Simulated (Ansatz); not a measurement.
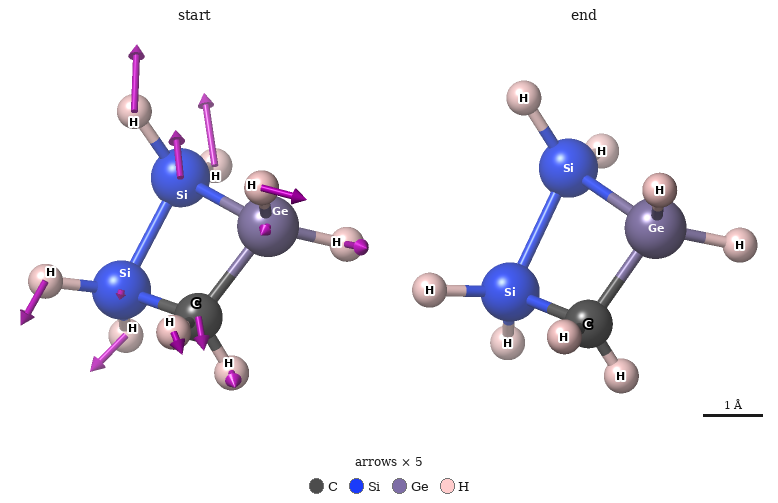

The structure of CH₈GeSi₂ (coarse preliminary run) before (left) and after (right) a relaxation, at one scale. The purple arrows give the displacements, 5 times their true length.

The picture is a ball-and-stick view, seen at a tilt.

The start comes from a force field.

Level of theory: RKS PBE-D4/def2-SVP in Ansatz. (force threshold 0.03 eV/Å; at most 200 steps)

**Describe what moved and what it gained.**

The largest move after the best rigid fit is that of an H atom, 0.28 Å. Largest moves by element: H 0.28 Å, Si 0.20 Å, C 0.12 Å, Ge 0.05 Å. Among the contacts that change: Si–Si 2.190 → 2.376 Å, Ge–Si 2.249 → 2.420 Å, C–H 1.180 → 1.109 Å, C–Si 1.859 → 1.922 Å. Among the angles between lasting bonds that change: H–Ge–H 120.5° → 108.5°, H–Si–H 117.5° → 108.0°, Si–Si–Ge 85.5° → 77.9°. After 4 geometry steps the energy has fallen by 18.9 kcal/mol. The largest force component goes from 2.8 to 0.0096 eV/Å.
